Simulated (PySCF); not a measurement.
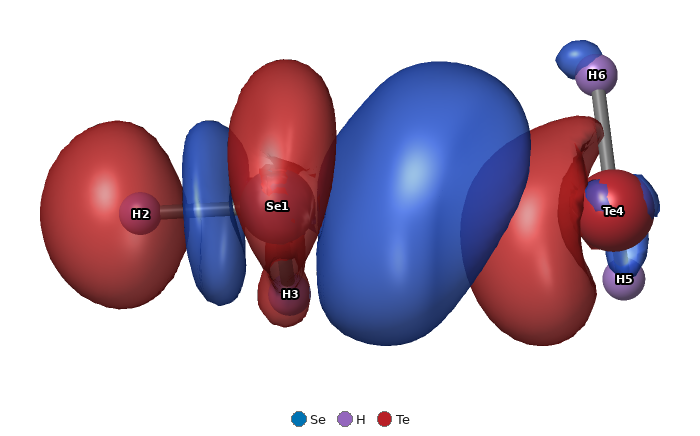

Figure 1: H₄SeTe, SMILES `[SeH2].[TeH2]`. Density of the complex less the densities of the two fragments at the same geometry, ±0.0015 e/Å³ (red: gain, blue: loss). Fragment A: H2Se (atoms 1–3); fragment B: TeH2.

Level of theory: HF/def2-TZVP (PySCF), at a geometry from GFN2-xTB. Core potentials replace the inner electrons of Te; spin–orbit coupling isn't included. GFN2-xTB bond lengths at metals and heavier atoms can be off by up to 0.1 Å and shapes distorted, which carries into these values.

Geometry (Å), atoms numbered from 1:

```
Se1      2.1178    0.0414   -0.0018
H2       3.5503   -0.1663    0.0618
H3       1.8923   -1.3756   -0.0593
Te4     -1.4319    0.0271   -0.0350
H5      -1.6735   -1.5592    0.3034
H6      -1.3178    0.2879    1.5758
```

Which way does charge flow?

Hirshfeld charges show almost no net transfer (under 0.005 e). By Hirshfeld charges, electrons gather most on H2 (−0.015 e) and leave Se1 most (+0.015 e); 0.06 e is displaced in all, which induces a dipole of 0.32 D.

What is the interaction energy, and which contacts carry it?

The counterpoise-corrected interaction energy of the frozen fragments is +4.1 kcal/mol without dispersion correction and −0.4 kcal/mol with D3(BJ). The pair geometry is semi-empirical, not a minimum at this level. Contacts: Se1···Te4, 3.55 Å, ρ = 0.013 a.u. The pose is a local one from a semi-empirical search, not shown to be the most stable.
